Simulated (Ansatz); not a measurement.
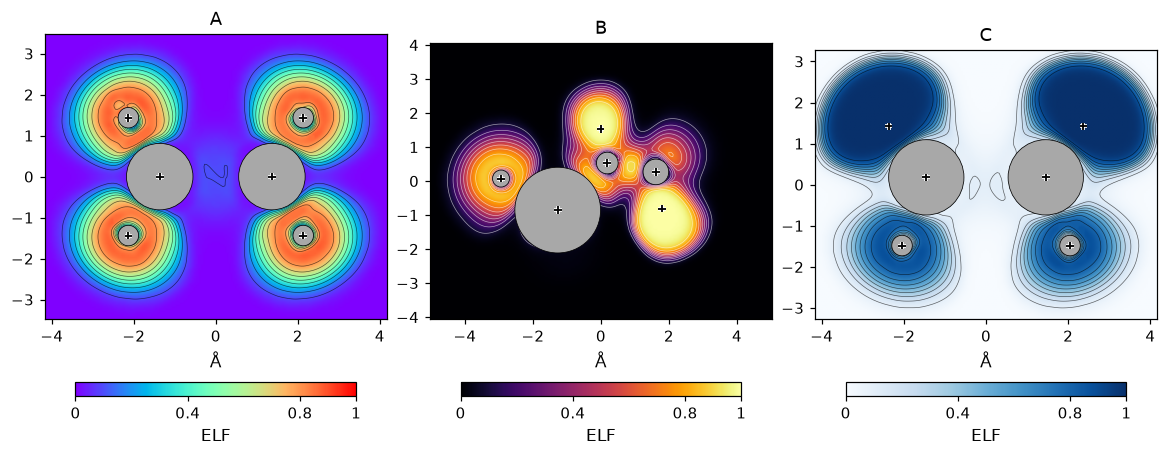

The electron localisation function of 3 systems, each on a plane through atoms (crosses mark nuclei in the plane; grey discs cover the cores).

These are results of RKS PBE0-D4/def2-TZVPP (Ansatz 0.2.0), not measurements.

System 1: CH₄F₃HfN (SMILES C[NH][Hf]([F])([F])[F]), the plane of atoms C1, N2 and H10. Geometry: PBE0-D4/def2-TZVP; core potentials replace the inner electrons of Hf.

```csv
atom,x (Å),y (Å),z (Å)
C,0.3689,-1.1907,0.8906
N,0.6318,-0.2697,-0.2007
Hf,-0.5608,1.2361,-0.7943
F,-2.2667,0.5043,-1.2566
F,0.2986,2.0973,-2.2639
F,-0.8359,2.4054,0.6945
H,1.1331,-1.1312,1.6729
H,0.3058,-2.2288,0.5473
H,-0.5891,-0.9545,1.3643
H,1.5143,-0.4682,-0.6542
```

System 2: F₂Ga₂H₄O₂ (SMILES [F][GaH-]1[OH+][GaH-]([F])[OH+]1), the plane of atoms F5, Ga4 and H9. Geometry: PBE0-D4/def2-TZVP.

```xyz
10

F     0.3536   -0.9123   -2.2916
Ga    1.1291   -0.5840   -0.7434
O    -0.1626   -1.1630    0.5894
Ga   -0.7974    0.6085    1.0782
F    -2.3559    0.7651    0.2703
O     0.5048    1.1883   -0.2441
H     2.6077   -0.8968   -0.4409
H    -0.8539   -1.7272    0.2277
H    -0.5363    1.0494    2.5318
H     0.1108    1.6720   -0.9774
```

System 3: Al₂F₆, the plane of atoms F1, Al2 and F3. Geometry: PBE0-D4/def2-TZVP.

```xyz
8

F     2.4096   -0.6742    0.5938
Al    0.7964   -0.8057    0.7670
F     0.0736   -1.8377    1.7975
F     0.0229    0.8163    0.8336
Al   -0.7965    0.8057   -0.7670
F    -2.4096    0.6743   -0.5939
F    -0.0734    1.8376   -1.7975
F    -0.0230   -0.8163   -0.8336
```

Which map belongs to which system?

Panel A is system 3, Al₂F₆: the plane holds F and Al. Al–F (1.63 Å): the ELF peaks at about 0.85 in the valence shell of F, 0.6 Å from its nucleus, and is about 0.25 at the midpoint. Panel B is system 1, CH₄F₃HfN: the plane holds C, N, Hf, F and H. C–N (1.45 Å): the ELF peaks at about 0.90 between the atoms; a shared electron pair. Panel C is system 2, F₂Ga₂H₄O₂: the plane holds F, Ga and H. Ga–F (1.76 Å): the ELF peaks at about 0.85 in the valence shell of F, 0.5 Å from its nucleus, and is about 0.20 at the midpoint.
